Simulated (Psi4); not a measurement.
# Si2NH6 (SMILES [SiH2]N[SiH3]) at UBHLYP/cc-pVDZ

What is the vertical doublet–quartet gap of Si2NH6 at UBHLYP/cc-pVDZ? 

The results are computed with Psi4 1.11.

2 further runs of the same task are left out: 2 set aside as unsound or not needed. Runs told in other sessions of the task aren't counted.

## 1. The structure to begin with

Si2NH6 has 9 atoms, charge 0, and is taken as a doublet. SMILES: `[SiH2]N[SiH3]`. The shape is that of a PBE0-D4/def2-TZVP optimisation. This is one conformer, not always the lowest.

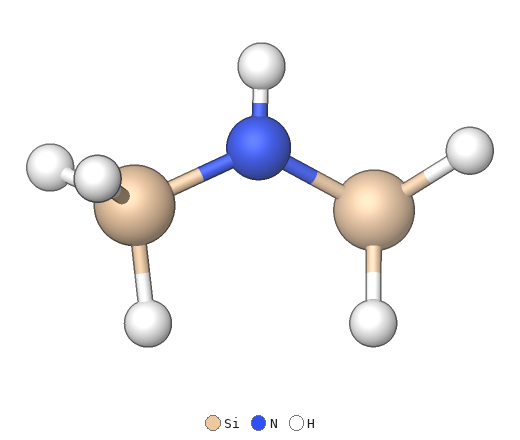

Viewed from a chosen angle; silicon light orange, nitrogen blue, hydrogen white.

## 2. Energy and gradient at UBHLYP/cc-pVDZ

run.py

```python
import numpy as np
from ase.calculators.psi4 import Psi4
from ase import Atoms

a = Atoms(['Si', 'N', 'Si', 'H', 'H', 'H', 'H', 'H', 'H'], positions=[
    [-1.200900, 0.925300, -0.948400],
    [0.196900, 0.625800, 0.025200],
    [0.611700, -0.820500, 0.880200],
    [-1.616500, -0.372000, -1.554500],
    [-0.842900, 1.913400, -2.010900],
    [0.764100, 1.439300, 0.222200],
    [1.982600, -1.276500, 0.525400],
    [-0.378200, -1.853400, 0.488500],
    [0.571600, -0.627700, 2.355400],
])
calc = Psi4(atoms=a, method='bhhlyp', basis='cc-pVDZ', memory='2200MB', num_threads=1, charge=0, multiplicity=2, label='h6nsi2', reference='uks')
calc.psi4.set_options({'puream': True, 'e_convergence': 1e-09, 'd_convergence': 1e-08, 'scf_type': 'pk', 'dft_radial_points': 99, 'dft_spherical_points': 590, 'maxiter': 100})
a.calc = calc

forces = a.get_forces()
print(f'energy: {a.get_potential_energy():.6f} eV')
print('forces / eV A^-1')
print(np.round(forces, 5))
```

On the command line:

```
$ python run.py
```

h6nsi2.dat:

```text
[...]
  Running in c1 symmetry.
[...]
  Nuclear repulsion =  147.533691464414403
[...]
  Multiplicity = 2
[...]
  Nalpha       = 21
  Nbeta        = 20
[...]
    Number of basis functions: 80
[...]
   @UKS iter   1:  -637.12331204223813   -4.22588e-01   7.34626e-03 ADIIS/DIIS
[...]
   @UKS iter  12:  -637.28317756196725   -8.07177e-12   5.63452e-09 DIIS
[...]
   @S^2 Observed:                7.531162933E-01
[...]
    Orbital Energies [Eh]
    ---------------------
    Alpha Occupied:
       1A    -67.174247     2A    -67.168533     3A    -14.796713
       4A     -5.628644     5A     -5.623300     6A     -3.892741
       7A     -3.891737     8A     -3.891344     9A     -3.889561
      10A     -3.885353    11A     -3.884283    12A     -0.973909
      13A     -0.633799    14A     -0.610976    15A     -0.511865
      16A     -0.448645    17A     -0.428732    18A     -0.407355
      19A     -0.395220    20A     -0.357085    21A     -0.232996
    Alpha Virtual:
      22A      0.047655    23A      0.092308    24A      0.102649
      25A      0.114275    26A      0.123999    27A      0.136543
[...]
  @UKS Final Energy:  -637.28317756196725
   => Energetics <=
    Nuclear Repulsion Energy =            147.5336914644144031
    One-Electron Energy =               -1173.7322670431794904
    Two-Electron Energy =                 415.1696388322496887
    DFT Exchange-Correlation Energy =     -26.2542408154519400
    Empirical Dispersion Energy =           0.0000000000000000
    VV10 Nonlocal Energy =                  0.0000000000000000
    Total Energy =                       -637.2831775619672499
  UHF NO Occupations:
  HONO-2 :   19  A 1.9997335
  HONO-1 :   20  A 1.9988389
[...]
 Multipole Moments:
 ------------------------------------------------------------------------------------
     Multipole            Electronic (a.u.)      Nuclear  (a.u.)        Total (a.u.)
 ------------------------------------------------------------------------------------
 L = 1.  Multiply by 2.5417464519 to convert [e a0] to [Debye]
 Dipole X            :         -1.1534152            1.4243407            0.2709254
 Dipole Y            :          1.7788987           -1.5412695            0.2376292
 Dipole Z            :          0.0379181            0.1368717            0.1747898
 Magnitude           :                                                    0.4005243
[...]
  -Total Gradient:
     Atom            X                  Y                   Z
    ------   -----------------  -----------------  -----------------
       1        0.008617095757    -0.002835939111     0.006083471876
       2       -0.005184712695    -0.006122924657    -0.000527220196
       3       -0.003482667280     0.008483689574    -0.005589483307
       4        0.000251209054    -0.000003577989     0.000273073524
       5        0.000019455771    -0.000199461082     0.000388284177
       6        0.000075360117     0.000226643363    -0.000149978768
       7       -0.000118379927     0.000222488626    -0.000023630609
       8       -0.000274813357     0.000074162934    -0.000284895469
       9        0.000097606386     0.000155507561    -0.000172168975
[...]
```

On the terminal:

```text
energy: -17341.358551 eV
forces / eV A^-1
[[-4.4311e-01  1.4583e-01 -3.1282e-01]
 [ 2.6661e-01  3.1485e-01  2.7110e-02]
 [ 1.7909e-01 -4.3625e-01  2.8742e-01]
 [-1.2920e-02  1.8000e-04 -1.4040e-02]
 [-1.0000e-03  1.0260e-02 -1.9970e-02]
 [-3.8800e-03 -1.1650e-02  7.7100e-03]
 [ 6.0900e-03 -1.1440e-02  1.2200e-03]
 [ 1.4130e-02 -3.8100e-03  1.4650e-02]
 [-5.0200e-03 -8.0000e-03  8.8500e-03]]
```

Run time: 31 s. Hardware: 1 thread of Intel Xeon 6975P-C (Granite Rapids), shared host; peak memory 1.5 GiB.

## 3. The quartet at the same level

run.py

```python
import psi4

psi4.set_memory(2200000000)
psi4.set_num_threads(1)
psi4.set_output_file('output.dat', False)

mol = psi4.geometry("""
0 4
Si    -1.200900     0.925300    -0.948400
N      0.196900     0.625800     0.025200
Si     0.611700    -0.820500     0.880200
H     -1.616500    -0.372000    -1.554500
H     -0.842900     1.913400    -2.010900
H      0.764100     1.439300     0.222200
H      1.982600    -1.276500     0.525400
H     -0.378200    -1.853400     0.488500
H      0.571600    -0.627700     2.355400
symmetry c1
""")

psi4.set_options({
    'reference': 'uks',
    'puream': True,
    'e_convergence': 1e-09,
    'd_convergence': 1e-08,
    'scf_type': 'pk',
    'dft_radial_points': 99,
    'dft_spherical_points': 590,
    'maxiter': 100,
})

E = psi4.gradient('bhhlyp/cc-pVDZ')
print('gradient / Eh bohr^-1')
print(E.np.round(6))
for k, v in sorted(psi4.core.scalar_variables().items()):
    print(f'{k:45s} {v:18.10f}')
```

On the command line:

```
$ python run.py
```

output.dat (excerpt; [...] marks lines left out):

```text
[...]
  Running in c1 symmetry.
[...]
  Nuclear repulsion =  147.533691464414403
[...]
  Multiplicity = 4
[...]
  Nalpha       = 22
  Nbeta        = 19
[...]
    Number of basis functions: 80
[...]
   @UKS iter   1:  -636.82915216934634   -1.28428e-01   7.36077e-03 ADIIS/DIIS
[...]
   @UKS iter  17:  -637.04335950869245   -7.95808e-12   4.58414e-09 DIIS
[...]
   @S^2 Observed:                3.757719823E+00
[...]
    Orbital Energies [Eh]
    ---------------------
    Alpha Occupied:
       1A    -67.187644     2A    -67.184801     3A    -14.909277
       4A     -5.644177     5A     -5.641876     6A     -3.911241
       7A     -3.907279     8A     -3.907206     9A     -3.904264
      10A     -3.903953    11A     -3.903874    12A     -1.095631
      13A     -0.683748    14A     -0.673140    15A     -0.558548
      16A     -0.539279    17A     -0.497442    18A     -0.421736
      19A     -0.414513    20A     -0.405646    21A     -0.269281
      22A     -0.084636
    Alpha Virtual:
      23A      0.068651    24A      0.072528    25A      0.087011
[...]
  @UKS Final Energy:  -637.04335950869245
   => Energetics <=
    Nuclear Repulsion Energy =            147.5336914644144031
    One-Electron Energy =               -1172.2554210881930885
    Two-Electron Energy =                 413.8939498478829364
    DFT Exchange-Correlation Energy =     -26.2155797327967299
    Empirical Dispersion Energy =           0.0000000000000000
    VV10 Nonlocal Energy =                  0.0000000000000000
    Total Energy =                       -637.0433595086924470
  UHF NO Occupations:
  HONO-2 :   20  A 1.0000000
  HONO-1 :   21  A 1.0000000
[...]
 Multipole Moments:
[...]
  -Total Gradient:
     Atom            X                  Y                   Z
    ------   -----------------  -----------------  -----------------
       1        0.086567584617    -0.017859797358     0.064066412407
       2       -0.035027501401    -0.008306049810    -0.019747562164
       3       -0.021782055714     0.072049704671    -0.034004892725
       4       -0.002232150955    -0.002027994839    -0.003532793428
       5       -0.003743543887     0.002199536281    -0.004409573771
       6       -0.025711357087    -0.030809361560    -0.007284803263
       7        0.000824953772    -0.004073457659     0.001946425031
       8       -0.000423928111    -0.004402590667     0.000878464301
       9        0.001528483735    -0.006769349929     0.002085975216
[...]
```

The script printed:

```text
gradient / Eh bohr^-1
[[ 0.086568 -0.01786   0.064066]
 [-0.035028 -0.008306 -0.019748]
 [-0.021782  0.07205  -0.034005]
 [-0.002232 -0.002028 -0.003533]
 [-0.003744  0.0022   -0.00441 ]
 [-0.025711 -0.030809 -0.007285]
 [ 0.000825 -0.004073  0.001946]
 [-0.000424 -0.004403  0.000878]
 [ 0.001528 -0.006769  0.002086]]
CURRENT ENERGY                                   -637.0433595087
CURRENT REFERENCE ENERGY                         -637.0433595087
DD SOLVATION ENERGY                                 0.0000000000
DFT FUNCTIONAL TOTAL ENERGY                      -637.0433595087
DFT TOTAL ENERGY                                 -637.0433595087
DFT VV10 ENERGY                                     0.0000000000
DFT XC ENERGY                                     -26.2155797328
GRID ELECTRONS ALPHA                               22.0000018926
GRID ELECTRONS BETA                                19.0000005524
GRID ELECTRONS TOTAL                               41.0000024450
NUCLEAR REPULSION ENERGY                          147.5336914644
ONE-ELECTRON ENERGY                             -1172.2554210882
PCM POLARIZATION ENERGY                             0.0000000000
PE ENERGY                                           0.0000000000
SCF ITERATION ENERGY                             -637.0433595087
SCF ITERATIONS                                     17.0000000000
SCF TOTAL ENERGY                                 -637.0433595087
TWO-ELECTRON ENERGY                               413.8939498479
XC GRID RADIAL POINTS                              99.0000000000
XC GRID SPHERICAL POINTS                          590.0000000000
XC GRID TOTAL POINTS                           497392.0000000000
```

Wall time 36 s (1 thread of Intel Xeon 6975P-C (Granite Rapids), shared host); peak memory 1.4 GiB.

## 4. Outcome

Level: UBHLYP/cc-pVDZ.

| quantity | value |
| --- | --- |
| doublet: total energy | -637.28318 Eh |
| doublet: dipole moment | 1.02 D |
| doublet: HOMO energy (highest over α and β) | -6.34 eV |
| doublet: LUMO energy (lowest over α and β) | -0.98 eV |
| doublet: ⟨S²⟩ | 0.753 |
| doublet: largest force on an atom | 0.562 eV/Å |
| quartet: total energy | -637.04336 Eh |
| quartet: dipole moment | 0.94 D |
| quartet: HOMO energy (highest over α and β) | -2.30 eV |
| quartet: ⟨S²⟩ | 3.758 |
| quartet: largest force on an atom | 5.614 eV/Å |
| vertical energy of the quartet above the doublet | 6.526 eV |

At this shape the quartet lies 6.53 eV (150 kcal/mol) above the doublet. The largest force (doublet) is 0.56 eV/Å: the shape isn't a stationary point for this species at this level.
